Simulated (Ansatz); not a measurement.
The reference is Al2O3 in the corundum structure (space group R-3c, No. 167; a = 4.774 Å, c = 13.015 Å (hexagonal axes)). Axes: x lies along a and z along c of the hexagonal cell.

Now apply this change: uniaxial strain ε_zz = +2.25 %, all other strain components held at zero; the atoms relax in the strained cell.

Level of theory: Ansatz (a program for electronic structure) PBEsol, no spin-orbit coupling.

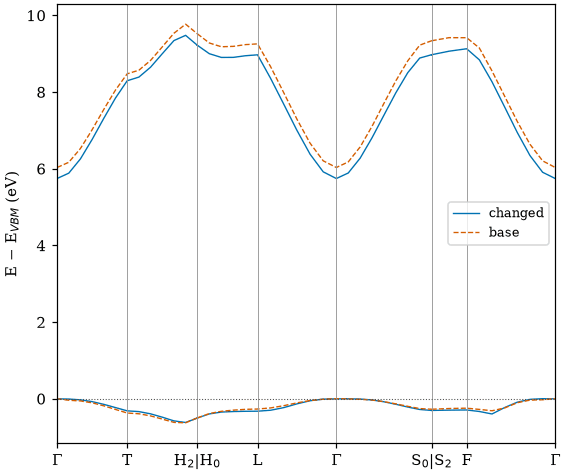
Fig. 1. Highest valence and lowest conduction band along the path, each from its own valence-band maximum

The gap is 5.74 eV, direct at Γ; the base has 6.03 eV.

No phonon test of stability was made.
